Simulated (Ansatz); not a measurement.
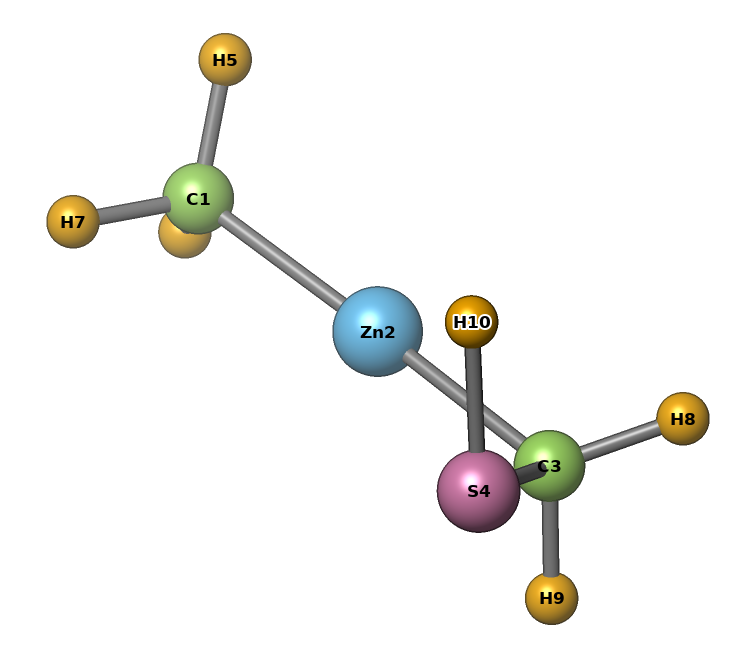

C3 lies behind S4. The molecule seen a little off the S4–C3 bond, S4 in front. Atoms fade into the background with distance from the viewer. The computed structure is the end point of a PBE-D4/def2-SVP optimisation. No frequency run is at hand to confirm it as a minimum.

**What is the torsion angle H10–S4–C3–Zn2? The sign is positive where the front bond must turn clockwise to cover the back bond.**

−60°, synclinal (gauche).
